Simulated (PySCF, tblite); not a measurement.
# C6H11NO: a rotation path, then NMR shifts on frames, part 2 of 2

tblite 0.8.0 and PySCF 2.14.0. Atoms count from 0.

## Step 5: NMR shieldings: image 5, PBE0/pcSseg-1

Job settings and geometry (Å):

```
{"job": {"kind": "nmr", "xc": "PBE0", "basis": "pcSseg-1", "pop": false}, "charge": 0, "multiplicity": 1}
C     -0.954700     1.294000     0.633900
N     -1.147900    -0.015300     0.055800
C     -2.527700    -0.406000    -0.150500
C     -0.190900    -0.959000    -0.124900
O     -0.480100    -2.073200    -0.532200
C      1.257400    -0.705200     0.198200
C      2.092300     0.540600     0.188800
C      2.235200    -0.449900    -0.921000
H     -1.894900     1.839100     0.572600
H     -0.654200     1.231600     1.683400
H     -0.209900     1.865900     0.085900
H     -2.536800    -1.444400    -0.475700
H     -2.991700     0.216900    -0.917400
H     -3.091800    -0.314500     0.780600
H      1.579800    -1.469300     0.899900
H      1.673200     1.504500    -0.043100
H      2.880900     0.592100     0.926300
H      3.126500    -1.054200    -0.983600
H      1.825500    -0.184700    -1.884400
```

Method: GIAO PBE0/pcSseg-1 NMR shielding, non-relativistic, gas phase.

Output:

```text
coarse grid: 15488 points
cycle   1  E = -364.5275426494  dE =  1.289e+00  |g| = 8.614e-01  |ddm| = 3.787e+00
cycle   2  E = -363.9833665527  dE =  5.442e-01  |g| = 1.860e+00  |ddm| = 2.591e+00
cycle   3  E = -364.6698636712  dE = -6.865e-01  |g| = 2.005e-01  |ddm| = 2.044e+00
cycle   4  E = -364.6780679071  dE = -8.204e-03  |g| = 8.596e-02  |ddm| = 2.330e-01
cycle   5  E = -364.6796280022  dE = -1.560e-03  |g| = 2.126e-02  |ddm| = 6.702e-02
cycle   6  E = -364.6797157409  dE = -8.774e-05  |g| = 6.993e-03  |ddm| = 1.876e-02
cycle   7  E = -364.6797252469  dE = -9.506e-06  |g| = 1.603e-03  |ddm| = 5.553e-03
final grid: 148544 points
cycle   8  E = -364.7364708040  dE = -2.643e-05  |g| = 1.410e-02  |ddm| = 3.184e-02
cycle   9  E = -364.7363710651  dE =  9.974e-05  |g| = 2.670e-02  |ddm| = 3.141e-02
cycle  10  E = -364.7365104841  dE = -1.394e-04  |g| = 3.233e-03  |ddm| = 2.217e-02
cycle  11  E = -364.7365126520  dE = -2.168e-06  |g| = 2.720e-04  |ddm| = 2.339e-03
cycle  12  E = -364.7365126648  dE = -1.277e-08  |g| = 1.394e-04  |ddm| = 4.020e-04
cycle  13  E = -364.7365126690  dE = -4.225e-09  |g| = 3.571e-05  |ddm| = 1.354e-04
cycle  14  E = -364.7365126692  dE = -2.408e-10  |g| = 1.164e-05  |ddm| = 3.298e-05
converged SCF energy = -364.7365126692

GIAO shielding tensors (ppm)
atom      isotropic    diamagn.    paramagn.     s11        s22        s33       span
  0 C      149.497     247.333     -97.836    129.283    138.339    180.870     51.586
  1 N      152.416     331.918    -179.502     48.407    164.280    244.562    196.155
  2 C      149.574     244.203     -94.629    129.440    135.079    184.202     54.763
  3 C       14.347     245.877    -231.530    -70.301     22.759     90.583    160.884
  4 O      -98.346     401.843    -500.189   -403.017   -208.503    316.482    719.500
  5 C      169.098     248.314     -79.216    134.104    155.061    218.128     84.024
  6 C      175.805     253.804     -77.999    149.397    173.815    204.203     54.807
  7 C      179.163     254.132     -74.969    148.748    177.545    211.196     62.447
  8 H       29.121      30.795      -1.674     24.008     28.556     34.799     10.791
  9 H       28.373      31.143      -2.771     24.752     26.478     33.888      9.136
 10 H       28.304      32.398      -4.094     22.354     29.763     32.794     10.439
 11 H       26.659      29.939      -3.280     21.059     27.719     31.199     10.140
 12 H       29.443      29.196       0.247     24.535     27.561     36.233     11.698
 13 H       29.531      28.884       0.647     24.753     27.587     36.253     11.501
 14 H       30.181      30.709      -0.527     24.116     27.726     38.702     14.586
 15 H       30.565      32.943      -2.378     25.171     28.396     38.127     12.956
 16 H       30.911      30.133       0.778     25.304     26.755     40.674     15.370
 17 H       30.788      30.355       0.433     25.354     26.200     40.810     15.456
 18 H       31.212      31.734      -0.522     25.910     28.803     38.923     13.013
```

Wall time 49 s (1 thread of Arm Neoverse N1, shared host); peak memory 0.86 GiB.

Key values: δ C3 172.6, C0 37.4, C2 37.4, C5 17.8, H11 5.06, H10 3.41 ppm.

## Step 6: Shielding tensors: image 6, PBE0/pcSseg-1

Job settings and geometry (Å):

```
{"job": {"kind": "nmr", "xc": "PBE0", "basis": "pcSseg-1", "pop": false}, "charge": 0, "multiplicity": 1}
C     -0.894000     1.327700     0.411800
N     -1.133200    -0.047800     0.044600
C     -2.523300    -0.425300    -0.107600
C     -0.201500    -1.029900    -0.037800
O     -0.530200    -2.177500    -0.301000
C      1.262300    -0.788000     0.189300
C      2.083800     0.452800     0.393400
C      2.153100    -0.267700    -0.912800
H     -1.846700     1.854300     0.417500
H     -0.454800     1.404800     1.409500
H     -0.246600     1.824000    -0.312700
H     -2.555200    -1.482000    -0.365200
H     -2.992800     0.156800    -0.902300
H     -3.066300    -0.266900     0.827600
H      1.655100    -1.672100     0.682500
H      1.642700     1.432800     0.416500
H      2.920900     0.355400     1.069900
H      3.039200    -0.830600    -1.162500
H      1.677800     0.188500    -1.768400
```

Level: GIAO PBE0/pcSseg-1 NMR shielding, non-relativistic, gas phase.

Output:

```text
coarse grid: 15488 points
cycle   1  E = -364.5280813194  dE =  1.291e+00  |g| = 8.592e-01  |ddm| = 3.790e+00
cycle   2  E = -363.9880005780  dE =  5.401e-01  |g| = 1.853e+00  |ddm| = 2.637e+00
cycle   3  E = -364.6696406491  dE = -6.816e-01  |g| = 1.997e-01  |ddm| = 2.083e+00
cycle   4  E = -364.6777640412  dE = -8.123e-03  |g| = 8.597e-02  |ddm| = 2.331e-01
cycle   5  E = -364.6793347675  dE = -1.571e-03  |g| = 2.074e-02  |ddm| = 6.765e-02
cycle   6  E = -364.6794182808  dE = -8.351e-05  |g| = 6.936e-03  |ddm| = 1.833e-02
cycle   7  E = -364.6794276055  dE = -9.325e-06  |g| = 1.599e-03  |ddm| = 5.473e-03
final grid: 148544 points
cycle   8  E = -364.7364779730  dE = -3.342e-05  |g| = 1.376e-02  |ddm| = 3.404e-02
cycle   9  E = -364.7363851571  dE =  9.282e-05  |g| = 2.581e-02  |ddm| = 3.062e-02
cycle  10  E = -364.7365160388  dE = -1.309e-04  |g| = 3.241e-03  |ddm| = 2.185e-02
cycle  11  E = -364.7365181942  dE = -2.155e-06  |g| = 2.870e-04  |ddm| = 2.368e-03
cycle  12  E = -364.7365182088  dE = -1.459e-08  |g| = 1.449e-04  |ddm| = 4.321e-04
cycle  13  E = -364.7365182134  dE = -4.594e-09  |g| = 3.714e-05  |ddm| = 1.421e-04
cycle  14  E = -364.7365182137  dE = -2.653e-10  |g| = 1.240e-05  |ddm| = 3.472e-05
converged SCF energy = -364.7365182137

GIAO shielding tensors (ppm)
atom      isotropic    diamagn.    paramagn.     s11        s22        s33       span
  0 C      148.733     247.802     -99.069    129.307    138.268    178.624     49.317
  1 N      156.124     332.064    -175.940     54.771    164.302    249.299    194.528
  2 C      149.263     244.024     -94.761    129.766    133.903    184.120     54.354
  3 C       13.888     245.581    -231.694    -69.966     19.634     91.995    161.960
  4 O     -103.667     401.794    -505.460   -417.854   -197.756    304.610    722.465
  5 C      167.766     248.034     -80.268    130.846    150.203    222.248     91.402
  6 C      176.542     254.353     -77.811    147.091    174.709    207.825     60.734
  7 C      180.578     253.310     -72.732    151.839    177.853    212.041     60.201
  8 H       29.086      30.815      -1.728     23.968     28.683     34.608     10.639
  9 H       28.328      31.519      -3.191     24.302     27.498     33.184      8.881
 10 H       28.782      32.169      -3.388     23.833     29.275     33.237      9.404
 11 H       26.622      29.867      -3.245     21.027     27.656     31.182     10.155
 12 H       29.538      29.200       0.338     24.643     27.698     36.272     11.629
 13 H       29.446      28.802       0.644     24.496     27.538     36.305     11.809
 14 H       29.946      30.897      -0.951     23.108     28.056     38.674     15.566
 15 H       30.433      33.253      -2.820     24.431     28.698     38.171     13.740
 16 H       30.973      30.008       0.965     25.012     26.816     41.092     16.080
 17 H       30.753      30.207       0.546     25.100     26.230     40.930     15.831
 18 H       31.192      31.839      -0.646     25.626     29.117     38.834     13.209
```

Run time: 49 s. Hardware: 1 thread of Arm Neoverse N1, shared host; peak memory 0.87 GiB.

In short: δ C3 173.0, C0 38.2, C2 37.7, C5 19.2, H11 5.10, H9 3.39 ppm.

## Step 7: Nuclear shieldings: image 8, PBE0/pcSseg-1

Job settings and geometry (Å):

```
{"job": {"kind": "nmr", "xc": "PBE0", "basis": "pcSseg-1", "pop": false}, "charge": 0, "multiplicity": 1}
C     -0.850200     1.332700     0.094200
N     -1.094400    -0.085400    -0.002700
C     -2.500900    -0.429600     0.053900
C     -0.195000    -1.103100     0.029600
O     -0.581600    -2.263700     0.037700
C      1.287000    -0.889200     0.028400
C      2.086700     0.246600     0.607200
C      2.057300     0.042700    -0.871600
H     -1.659900     1.855500    -0.418200
H     -0.844400     1.663000     1.139300
H      0.080400     1.621600    -0.379200
H     -2.588000    -1.513700     0.057600
H     -3.019800    -0.026400    -0.818500
H     -2.956500    -0.024300     0.960500
H      1.741100    -1.867500     0.150900
H      1.584400     1.094900     1.040300
H      2.990000    -0.022300     1.135100
H      2.937300    -0.357100    -1.352900
H      1.516600     0.734500    -1.498900
```

Method: GIAO PBE0/pcSseg-1 NMR shielding, non-relativistic, gas phase.

Output:

```text
coarse grid: 15488 points
cycle   1  E = -364.5312541309  dE =  1.296e+00  |g| = 8.565e-01  |ddm| = 3.774e+00
cycle   2  E = -364.0019582204  dE =  5.293e-01  |g| = 1.838e+00  |ddm| = 2.685e+00
cycle   3  E = -364.6723132052  dE = -6.704e-01  |g| = 1.958e-01  |ddm| = 2.125e+00
cycle   4  E = -364.6800911849  dE = -7.778e-03  |g| = 8.521e-02  |ddm| = 2.326e-01
cycle   5  E = -364.6816429751  dE = -1.552e-03  |g| = 2.012e-02  |ddm| = 6.976e-02
cycle   6  E = -364.6817214403  dE = -7.847e-05  |g| = 6.779e-03  |ddm| = 1.794e-02
cycle   7  E = -364.6817303123  dE = -8.872e-06  |g| = 1.574e-03  |ddm| = 5.401e-03
final grid: 148544 points
cycle   8  E = -364.7389111347  dE = -3.842e-05  |g| = 1.396e-02  |ddm| = 4.095e-02
cycle   9  E = -364.7388125850  dE =  9.855e-05  |g| = 2.651e-02  |ddm| = 3.193e-02
cycle  10  E = -364.7389500675  dE = -1.375e-04  |g| = 3.073e-03  |ddm| = 2.269e-02
cycle  11  E = -364.7389520173  dE = -1.950e-06  |g| = 3.050e-04  |ddm| = 2.284e-03
cycle  12  E = -364.7389520343  dE = -1.703e-08  |g| = 1.458e-04  |ddm| = 4.865e-04
cycle  13  E = -364.7389520389  dE = -4.621e-09  |g| = 3.875e-05  |ddm| = 1.525e-04
cycle  14  E = -364.7389520392  dE = -2.956e-10  |g| = 1.250e-05  |ddm| = 3.617e-05
converged SCF energy = -364.7389520392

GIAO shielding tensors (ppm)
atom      isotropic    diamagn.    paramagn.     s11        s22        s33       span
  0 C      151.015     248.045     -97.030    132.438    137.594    183.015     50.577
  1 N      154.929     331.590    -176.661     54.313    170.737    239.736    185.422
  2 C      148.777     244.440     -95.664    125.239    136.299    184.792     59.553
  3 C       14.109     245.171    -231.063    -72.402     20.763     93.964    166.366
  4 O     -118.152     401.455    -519.608   -446.563   -190.689    282.796    729.359
  5 C      165.797     248.467     -82.670    132.175    137.369    227.847     95.672
  6 C      179.945     253.525     -73.580    150.691    176.848    212.296     61.606
  7 C      180.452     253.523     -73.070    154.103    176.090    211.164     57.061
  8 H       29.186      30.811      -1.624     24.487     27.868     35.204     10.717
  9 H       28.880      30.989      -2.109     25.315     26.471     34.852      9.537
 10 H       29.019      32.640      -3.621     22.986     30.916     33.156     10.170
 11 H       26.578      29.940      -3.362     21.019     27.486     31.230     10.211
 12 H       29.584      29.072       0.512     24.564     27.769     36.419     11.855
 13 H       29.542      28.872       0.669     24.866     27.425     36.334     11.468
 14 H       29.629      31.343      -1.714     22.014     28.231     38.642     16.628
 15 H       30.629      32.614      -1.985     24.036     29.648     38.202     14.166
 16 H       30.998      30.066       0.932     24.802     26.506     41.687     16.885
 17 H       30.856      30.136       0.719     24.824     26.355     41.388     16.564
 18 H       30.826      32.209      -1.382     24.550     29.728     38.201     13.651
```

Wall time 47 s (1 thread of Arm Neoverse N1, shared host); peak memory 0.86 GiB.

In short: δ C3 172.8, C2 38.1, C0 35.9, C5 21.1, H11 5.14, H9 2.84 ppm.

## Step 8: Run by run: NMR shifts

Shifts (ppm) of some atoms, chosen among heavy atoms and hydrogens apart, with basis size and wall time:

| frame | C2 | C5 | C6 | H10 | H18 | N1 | O4 | functions | time |
| --- | --- | --- | --- | --- | --- | --- | --- | --- | --- |
| image 0 | 35.6 | 15.1 | 9.5 | 3.63 | 1.52 | 114.9 | 390.6 | 191 | 49 s |
| image 2 | 35.3 | 17.4 | 8.9 | 4.05 | 1.11 | 118.9 | 417.0 | 191 | 49 s |
| image 5 | 37.4 | 17.8 | 11.1 | 3.41 | 0.50 | 115.3 | 434.4 | 191 | 49 s |
| image 6 | 37.7 | 19.2 | 10.4 | 2.94 | 0.52 | 111.6 | 439.7 | 191 | 49 s |
| image 8 | 38.1 | 21.1 | 7.0 | 2.70 | 0.89 | 112.8 | 454.2 | 191 | 47 s |

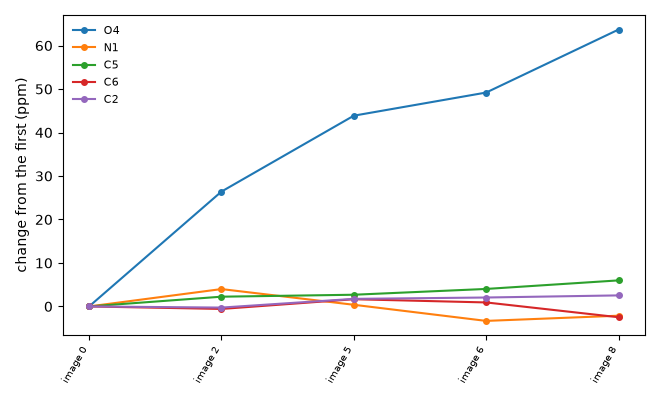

How five of the tabulated atoms move from run to run.

## Step 9: Outcome

This closing draws on all 2 parts.

| quantity | value |
| --- | --- |
| barrier | 0.291 eV (6.7 kcal/mol) at image 5 |
| end to end (GFN2-xTB) | 0.221 eV |
| 13C shifts against TMS (PBE0/pcSseg-1, image 0) | 173.7, 37.3, 35.6, 15.1, 9.5, 6.0 ppm |
| 1H shifts against TMS (PBE0/pcSseg-1, image 0) | 4.90, 3.63, 3.20, 2.69, 2.36, 2.19, 1.52, 1.31, 0.72, 0.60, 0.41 ppm |
| 15N shifts against NH3 (PBE0/pcSseg-1, image 0) | 114.9 ppm |
| 17O shifts against H2O (PBE0/pcSseg-1, image 0) | 390.6 ppm |
| range of the shift of O4 | 390.6 to 454.2 ppm |

What this shows: Along the band the dihedral turns by 130°, and the top (dihedral -104°) lies 6.7 kcal/mol above the start (GFN2-xTB, rough), so at room temperature this motion is fast. The top was not checked by a frequency run. Shifts at one fixed geometry are not the observed spectrum, which averages over the motion. In the first frame run (image 0): Shielding is most anisotropic at O4 (span 676 ppm, paramagnetic term -457 ppm). Across the 5 runs the shift of O4 moves most, between 390.6 (image 0) and 454.2 ppm (image 8).
